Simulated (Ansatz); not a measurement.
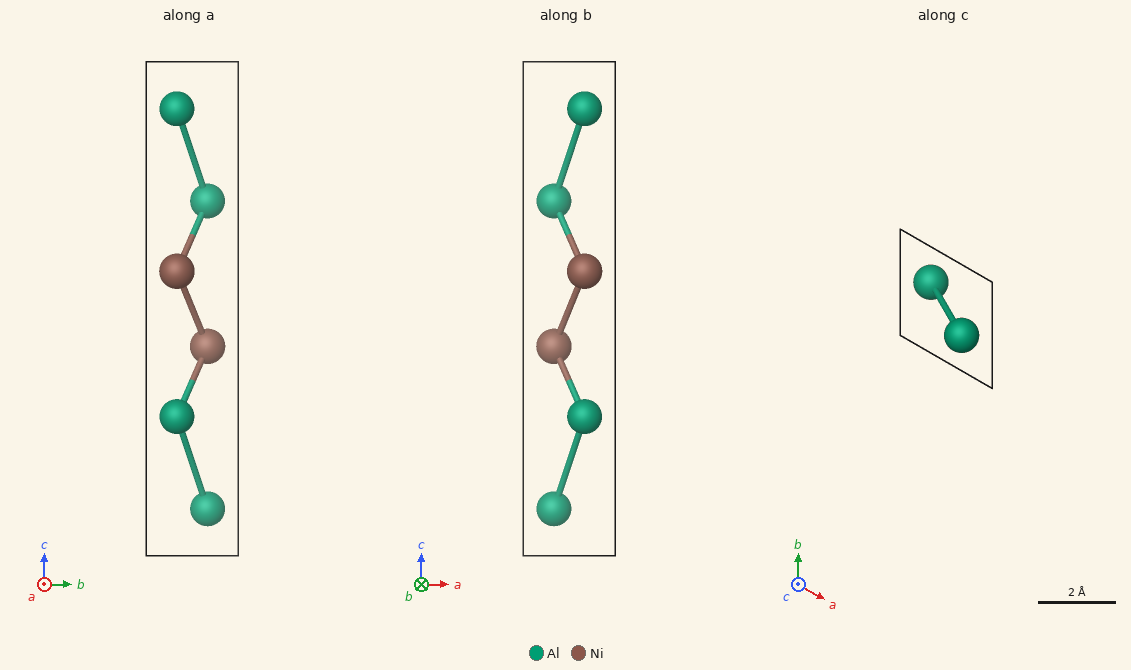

Drawn in the ball-and-stick manner and seen along the a axis, along the b axis and along the c axis. Lines trace the edges of the conventional unit cell.

Lattice parameters: a = 2.7684 Å, b = 2.7684 Å, c = 12.8715 Å, α = 90.000°, β = 90.000°, γ = 120.000°.

> Put the structure into a CIF in P1 with every atom of the cell, with free fractional coordinates to two decimals.

```cif
data_structure
_symmetry_space_group_name_H-M 'P 1'
_symmetry_Int_Tables_number 1
_cell_length_a 2.7684
_cell_length_b 2.7684
_cell_length_c 12.8715
_cell_angle_alpha 90.000
_cell_angle_beta 90.000
_cell_angle_gamma 120.000
_cell_volume 85.43
loop_
_atom_site_label
_atom_site_type_symbol
_atom_site_fract_x
_atom_site_fract_y
_atom_site_fract_z
_atom_site_occupancy
Al1 Al 0.3333 0.6667 0.72 1
Al2 Al 0.3333 0.6667 0.10 1
Al3 Al 0.6667 0.3333 0.90 1
Al4 Al 0.6667 0.3333 0.28 1
Ni1 Ni 0.3333 0.6667 0.42 1
Ni2 Ni 0.6667 0.3333 0.58 1
```

Origin of the cell: a structure type filled with these elements by a generator (whether the compound takes this form wasn't checked). The final geometry of a relaxation with DFT PBE, scalar-relativistic, plane waves, PAW (Ansatz 0.2.0) is shown.
